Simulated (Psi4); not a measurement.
# S$_{2}$F$_{2}$: excited-state calculation (part 1 of 2)

The run: excited-state calculation of S$_{2}$F$_{2}$ (Difluorodisulfane), SMILES FSSF. Method and program: TDDFT (mPW1PW91)/6-31+G**, RKS (Psi4 1.11).

The geometry comes from this level: GFN2-xTB.

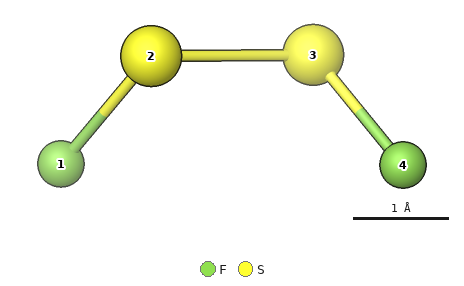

*The structure as given in the input (ball-and-stick view, seen on its broad side; atoms are numbered from 1 in the order of the input).*

## Input file (job.in)
```
memory 1600 MB

molecule system {
  0 1
  F     -3.41537761    -0.41893338    -1.18648344
  S     -0.86766775     1.52215550    -1.17854659
  S      1.99475710    -0.57358857    -0.41158235
  F      2.28826936    -0.52961464     2.77661239
  units bohr
  symmetry c1
  no_reorient
  no_com
}

set basis 6-31+G**
set scf_type df
set tdscf_states 3
set tdscf_tda false
set ints_tolerance 1e-07
set basis_guess true

result, w = energy("td-mpw1pw91", return_wfn=True)
```

Launched with:
```bash
psi4 -n 1 job.in job.out
```

## What the program printed
```
Psi4 1.11 release

  //>>>>>>>>>>>>>>>>>>>>>>>>>>>>>>>>>>>//
  //       Guess SCF, 3-21g Basis      //
  //<<<<<<<<<<<<<<<<<<<<<<<<<<<<<<<<<<<//

   => Loading Basis Set <=

    Name: 3-21G
    Role: ORBITAL
    Keyword: BASIS

         ---------------------------------------------------------
                           SCF Castup computation
         ---------------------------------------------------------
                                   SCF
                              RKS Reference
                        1 Threads,   1525 MiB Core
         ---------------------------------------------------------

  ==> Geometry <==

    Molecular point group: c1
    Full point group: C1

    Geometry (in Bohr), charge = 0, multiplicity = 1:

       Center              X                  Y                   Z               Mass
    ------------   -----------------  -----------------  -----------------  -----------------
         F           -3.415377610000    -0.418933380000    -1.186483440000    18.998403162730
         S           -0.867667750000     1.522155500000    -1.178546590000    31.972071174400
         S            1.994757100000    -0.573588570000    -0.411582350000    31.972071174400
         F            2.288269360000    -0.529614640000     2.776612390000    18.998403162730

  Running in c1 symmetry.

  Rotational constants: A =      0.32933  B =      0.08999  C =      0.08296 [cm^-1]
  Rotational constants: A =   9872.99687  B =   2697.93626  C =   2487.14017 [MHz]
  Nuclear repulsion =  224.834004836040720

  Charge       = 0
  Multiplicity = 1
  Electrons    = 50
  Nalpha       = 25
  Nbeta        = 25

  ==> Algorithm <==

  SCF Algorithm Type is DF.
  DIIS enabled.
  MOM disabled.
  Fractional occupation disabled.
  Guess Type is SAD.
  Energy threshold   = 1.00e-06
  Density threshold  = 1.00e-06
  Integral threshold = 1.00e-07

  ==> Primary Basis <==

  Basis Set: 3-21G
    Blend: 3-21G
    Number of shells: 24
    Number of basis functions: 44
    Number of Cartesian functions: 44
    Spherical Harmonics?: false
    Max angular momentum: 1

  ==> DFT Potential <==

   => LibXC <=

    Version 7.1.2

   => Composite Functional: MPW1PW <=

    mPW1PW Hyb-GGA Exchange-Correlation Functional

    Deriv               =              1
    GGA                 =           TRUE
    Meta                =          FALSE

    Exchange Hybrid     =           TRUE
    MP2 Hybrid          =          FALSE

   => Exchange Functionals <=

    0.7500   mPW91 of Adamo & Barone

   => Exact (HF) Exchange <=

    0.2500               HF

   => Correlation Functionals <=

   => LibXC Density Thresholds  <==

    XC_HYB_GGA_XC_MPW1PW:  1.00E-15

   => Molecular Quadrature <=

    Radial Scheme          =       TREUTLER
    Pruning Scheme         =           NONE
    Nuclear Scheme         =       TREUTLER

    Blocking Scheme        =         OCTREE
    BS radius alpha        =              1
    Pruning alpha          =              1
    Radial Points          =             75
    Spherical Points       =            302
    Total Points           =          84547
    Total Blocks           =            691
    Max Points             =            256
    Max Functions          =             41
    Weights Tolerance      =       1.00E-15

   => Loading Basis Set <=

    Name: (3-21G AUX)
    Role: JKFIT
    Keyword: DF_BASIS_SCF

  ==> Integral Setup <==

  DFHelper Memory: AOs need 0.009 GiB; user supplied 1.044 GiB.
  SCF_SUBTYPE=INCORE selected. In-core MEM_DF algorithm will be used.
  Using in-core AOs.

  ==> MemDFJK: Density-Fitted J/K Matrices <==

    J tasked:                   Yes
    K tasked:                   Yes
    wK tasked:                   No
    Memory [MiB]:              1069
    Algorithm:                 Core
    Schwarz Cutoff:           1E-07
    Mask sparsity (%):      15.3926
    Fitting Condition:        1E-10

   => Auxiliary Basis Set <=

  Basis Set: (3-21G AUX)
    Blend: DEF2-UNIVERSAL-JKFIT
    Number of shells: 126
    Number of basis functions: 496
    Number of Cartesian functions: 496
    Spherical Harmonics?: false
    Max angular momentum: 4

  Cached 100.0% of DFT collocation blocks in 0.073 [GiB].

  Minimum eigenvalue in the overlap matrix is 2.5083281209E-02.
  Reciprocal condition number of the overlap matrix is 8.0605287576E-03.
    Using symmetric orthogonalization.

  ==> Pre-Iterations <==

  SCF Guess: Superposition of Atomic Densities via on-the-fly atomic UHF (no occupation information).

   -------------------------
    Irrep   Nso     Nmo
   -------------------------
     A         44      44
   -------------------------
    Total      44      44
   -------------------------

  ==> Iterations <==

                           Total Energy        Delta E     RMS |[F,P]|

   @DF-RKS iter SAD:  -990.74203419763614   -9.90742e+02   0.00000e+00
   @DF-RKS iter   1:  -990.84465345580691   -1.02619e-01   8.58152e-03 DIIS/ADIIS
   @DF-RKS iter   2:  -990.75094911276790    9.37043e-02   1.47332e-02 DIIS/ADIIS
   @DF-RKS iter   3:  -990.89547798987576   -1.44529e-01   6.97511e-04 DIIS/ADIIS
   @DF-RKS iter   4:  -990.89596397606590   -4.85986e-04   3.05793e-04 DIIS/ADIIS
   @DF-RKS iter   5:  -990.89605317398866   -8.91979e-05   2.91011e-05 DIIS
   @DF-RKS iter   6:  -990.89605354704065   -3.73052e-07   1.96135e-05 DIIS
   @DF-RKS iter   7:  -990.89605383586024   -2.88820e-07   1.54177e-06 DIIS
   @DF-RKS iter   8:  -990.89605383873811   -2.87787e-09   9.67841e-07 DIIS
  Energy and wave function converged.

  ==> Post-Iterations <==

   Electrons on quadrature grid:
      Ntotal   =   50.0000563721 ; deviation = 5.637e-05

    Orbital Energies [Eh]
    ---------------------

    Doubly Occupied:

       1A    -88.544648     2A    -88.544098     3A    -24.666616
       4A    -24.666535     5A     -8.066361     6A     -8.063950
       7A     -6.011539     8A     -6.011228     9A     -6.005694
      10A     -6.005339    11A     -5.995840    12A     -5.995709
      13A     -1.219478    14A     -1.212620    15A     -0.917189
      16A     -0.685726    17A     -0.534491    18A     -0.491297
      19A     -0.479848    20A     -0.438528    21A     -0.436250
      22A     -0.417561    23A     -0.358236    24A     -0.312393
      25A     -0.309281

    Virtual:

      26A     -0.062188    27A     -0.054590    28A     -0.015893
      29A      0.379593    30A      0.454848    31A      0.458993
      32A      0.465103    33A      0.489342    34A      0.522259
      35A      0.522826    36A      0.597566    37A      1.850809
      38A      1.854936    39A      1.890937    40A      1.909963
      41A      1.973925    42A      1.979163    43A      3.220453
      44A      3.241754

    Final Occupation by Irrep:
              A
    DOCC [    25 ]
    NA   [    25 ]
    NB   [    25 ]

  @DF-RKS Final Energy:  -990.89605383873811

   => Energetics <=

    Nuclear Repulsion Energy =            224.8340048360407195
    One-Electron Energy =               -1819.8598137464300635
    Two-Electron Energy =                 658.8323410102841535
    DFT Exchange-Correlation Energy =     -54.7025859386330211
    Empirical Dispersion Energy =           0.0000000000000000
    VV10 Nonlocal Energy =                  0.0000000000000000
    Total Energy =                       -990.8960538387381121

Computation Completed

  //>>>>>>>>>>>>>>>>>>>>>>>>>>>>>>>>>>>//
  //              MPW1PW91             //
  //<<<<<<<<<<<<<<<<<<<<<<<<<<<<<<<<<<<//

   => Loading Basis Set <=

    Name: 6-31+G**
    Role: ORBITAL
    Keyword: BASIS

         ---------------------------------------------------------
                                   SCF
                              RKS Reference
                        1 Threads,   1525 MiB Core
         ---------------------------------------------------------

  ==> Geometry <==

    Molecular point group: c1
    Full point group: C1

    Geometry (in Bohr), charge = 0, multiplicity = 1:

       Center              X                  Y                   Z               Mass
    ------------   -----------------  -----------------  -----------------  -----------------
         F           -3.415377610000    -0.418933380000    -1.186483440000    18.998403162730
         S           -0.867667750000     1.522155500000    -1.178546590000    31.972071174400
         S            1.994757100000    -0.573588570000    -0.411582350000    31.972071174400
         F            2.288269360000    -0.529614640000     2.776612390000    18.998403162730

  Running in c1 symmetry.

  Rotational constants: A =      0.32933  B =      0.08999  C =      0.08296 [cm^-1]
  Rotational constants: A =   9872.99687  B =   2697.93626  C =   2487.14017 [MHz]
  Nuclear repulsion =  224.834004836040720

  Charge       = 0
  Multiplicity = 1
  Electrons    = 50
  Nalpha       = 25
  Nbeta        = 25

  ==> Algorithm <==

  SCF Algorithm Type is DF.
  DIIS enabled.
  MOM disabled.
  Fractional occupation disabled.
  Guess Type is SAD.
  Energy threshold   = 1.00e-06
  Density threshold  = 1.00e-06
  Integral threshold = 1.00e-07

  ==> Primary Basis <==

  Basis Set: 6-31+G**
    Blend: 6-31+G**
    Number of shells: 36
    Number of basis functions: 84
    Number of Cartesian functions: 84
    Spherical Harmonics?: false
    Max angular momentum: 2

  ==> DFT Potential <==

   => LibXC <=

    Version 7.1.2

   => Composite Functional: MPW1PW <=

    mPW1PW Hyb-GGA Exchange-Correlation Functional

    Deriv               =              1
    GGA                 =           TRUE
    Meta                =          FALSE

    Exchange Hybrid     =           TRUE
    MP2 Hybrid          =          FALSE

   => Exchange Functionals <=

    0.7500   mPW91 of Adamo & Barone

   => Exact (HF) Exchange <=

    0.2500               HF

   => Correlation Functionals <=

   => LibXC Density Thresholds  <==

    XC_HYB_GGA_XC_MPW1PW:  1.00E-15

   => Molecular Quadrature <=

    Radial Scheme          =       TREUTLER
    Pruning Scheme         =           NONE
    Nuclear Scheme         =       TREUTLER

    Blocking Scheme        =         OCTREE
    BS radius alpha        =              1
    Pruning alpha          =              1
    Radial Points          =             75
    Spherical Points       =            302
    Total Points           =          88097
    Total Blocks           =            708
    Max Points             =            256
    Max Functions          =             82
    Weights Tolerance      =       1.00E-15

   => Loading Basis Set <=

    Name: (6-31+G** AUX)
    Role: JKFIT
    Keyword: DF_BASIS_SCF

  Computing basis projection from 3-21G to 6-31+G**

  ==> Integral Setup <==

  DFHelper Memory: AOs need 0.028 GiB; user supplied 0.945 GiB.
  SCF_SUBTYPE=INCORE selected. In-core MEM_DF algorithm will be used.
  Using in-core AOs.

  ==> MemDFJK: Density-Fitted J/K Matrices <==

    J tasked:                   Yes
    K tasked:                   Yes
    wK tasked:                   No
    Memory [MiB]:               967
    Algorithm:                 Core
    Schwarz Cutoff:           1E-07
    Mask sparsity (%):       5.6689
    Fitting Condition:        1E-10
```
